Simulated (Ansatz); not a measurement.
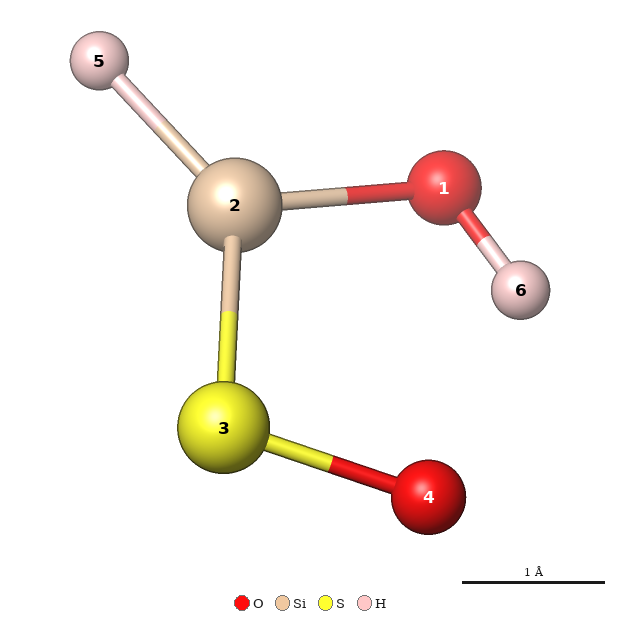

Orthographic view. Depth is shown by fading: the farther an atom, the more it takes the colour of the background. The computed structure is the end point of a PBE0-D4/def2-TZVP optimisation. No frequency run is at hand to confirm it as a minimum.

Give the geometry as a Z-matrix, atoms in numerical order, with these reference atoms: 2 to 1; 3 to 2, 1; 4 to 3, 2, 1; 5 to 2, 1, 4; 6 to 1, 2, 5.

```
O  
Si   1   1.613
S    2   2.035   1   110.3
O    3   1.531   2    99.0   1     0.0
H    2   1.475   1   114.2   4   180.0
H    1   0.980   2   106.8   5   180.0
```
